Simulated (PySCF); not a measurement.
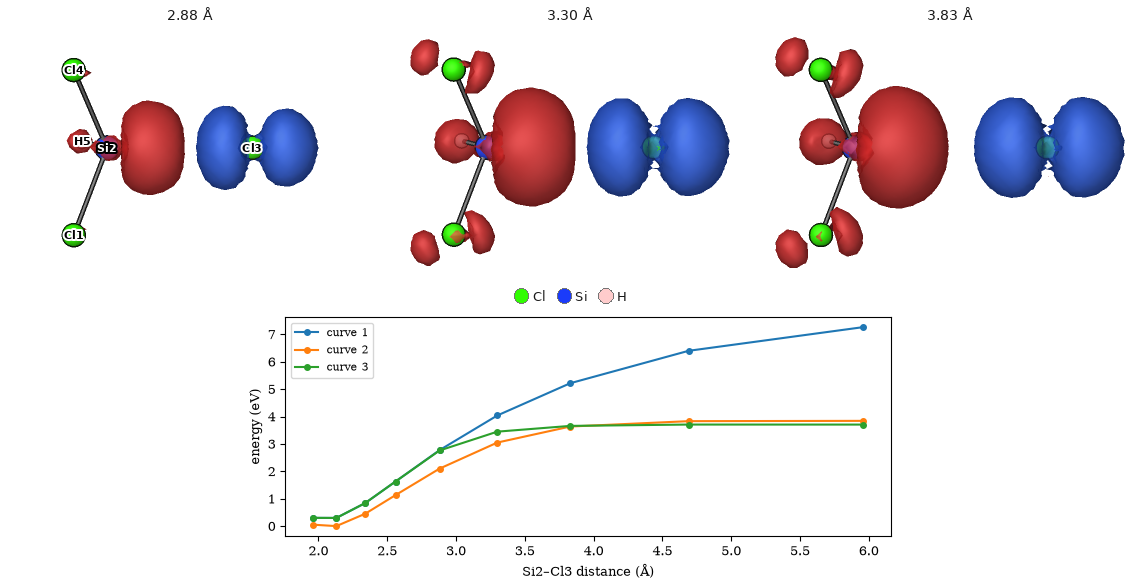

Figure. Cl3HSi, SMILES `Cl[SiH](Cl)Cl`. Rigid stretch of the Si2–Cl3 bond. Broken-symmetry UHF spin density at ±0.03 e/Å³ (red: α, blue: β). Below: energies along the scan, from the lowest point of the three curves.

PySCF calculation, 6-31+G* basis, gas phase; geometry: GFN2-xTB. No frequency check shows the geometry to be a minimum. GFN2-xTB bond lengths at metals and heavier atoms can be off by up to 0.1 Å and shapes distorted, which carries into these values.

Input

```python
import numpy as np
from pyscf import gto, scf, mcscf

mol = gto.M(atom='''
Cl    -0.50847     1.82719     0.17304
Si     0.00024    -0.00075    -0.49241
Cl    -1.32871    -1.35334     0.17342
Cl     1.83701    -0.47311     0.17336
H     -0.00035    -0.00204    -1.94307
''', basis='6-31+g*', charge=0, spin=0, verbose=4)
# stretch the bond between atoms 2 and 3, from long to short, fragments rigid
a, b, move = 1, 2, [2]
xyz = mol.atom_coords(unit='Angstrom')
u = xyz[b] - xyz[a]
r0 = np.linalg.norm(u)
rows, last, dm_u = [], None, None
for r in [5.96, 4.69, 3.83, 3.3, 2.88, 2.56, 2.34, 2.13, 1.96]:
    new = xyz.copy()
    new[move] += u / r0 * (r - r0)
    m = mol.set_geom_(new, unit='Angstrom', inplace=False)
    rhf = scf.RHF(m).density_fit(auxbasis='def2-universal-jkfit').run()
    uhf = scf.UHF(m).density_fit(auxbasis='def2-universal-jkfit').newton()
    if dm_u is None:
        c = rhf.mo_coeff
        h = m.nelectron // 2 - 1
        ca, cb = c.copy(), c.copy()
        ca[:, h], cb[:, h] = (c[:, h] + c[:, h + 1]) / 2**.5, (c[:, h] - c[:, h + 1]) / 2**.5
        dm_u = np.array([x[:, :h + 1] @ x[:, :h + 1].T for x in (ca, cb)])
    uhf.kernel(dm0=dm_u)
    for _ in range(3):
        c, _, stable, _ = uhf.stability(return_status=True)
        if stable:
            break
        uhf.kernel(c, uhf.mo_occ)
    dm_u = uhf.make_rdm1()
    mc = mcscf.CASSCF(rhf, 2, 2)
    mc.natorb = True
    mc.fix_spin_(ss=0)
    guess = mcscf.addons.make_natural_orbitals(uhf)[1] if last is None else mcscf.project_init_guess(mc, last.mo_coeff, last.mol)
    mc.kernel(guess)
    last = mc
    act = slice(mc.ncore, mc.ncore + mc.ncas)
    print('r %.3f  RHF %.6f  UHF %.6f  <S^2> %.3f  CASSCF %.6f  occupations' % (r, rhf.e_tot, uhf.e_tot, uhf.spin_square()[0], mc.e_tot), mc.mo_occ[act].round(4))
    rows.append((new, rhf.e_tot, uhf.e_tot, uhf.spin_square()[0], mc.e_tot, mc.mo_occ[act], mc.mo_coeff[:, act], dm_u[0] - dm_u[1], rhf.converged and uhf.converged and mc.converged))
    np.savez('result.npz', **{k: [row[i] for row in rows] for i, k in enumerate('xyz rhf uhf s2 cas occ c spin ok'.split())})
```

Run with:

```sh
OMP_NUM_THREADS=1 python input.py
```

The run took 7.2 min on 1 thread of AMD EPYC 7571, with other jobs on the host, peak memory 0.33 GiB.

How does the broken-symmetry solution share the spin, and how far is it from a pure singlet?

Answer. At 3.83 Å excess α spin lies mostly on Si2 and excess β on Cl3; the two could be swapped at no cost. ⟨S²⟩ is 0.16 at 2.88 Å, 0.78 at 3.30 Å and 0.96 at 3.83 Å, against 0 for a pure singlet and 1 for an equal mix of singlet and triplet.

Which curve is which method?

Answer. Curve 1 is RHF. Curve 2 is CASSCF(2,2). Curve 3 is UHF. RHF rises too steeply because it keeps both electrons in one orbital and so mixes in ionic fragments.

Where does the UHF solution part from RHF?

Answer. Between 2.56 Å (⟨S²⟩ = 0, the two coincide) and 2.88 Å (⟨S²⟩ = 0.16); at 5.96 Å ⟨S²⟩ is 1.01 and UHF lies 3.6 eV below RHF.

How much energy does the stretch cost?

Answer. By CASSCF, 3.8 eV from the lowest point of the scan (2.13 Å) to 5.96 Å; RHF gives 7.0 eV from its own lowest point. The fragments aren't relaxed and dynamic correlation is missing, so this isn't a bond dissociation energy.
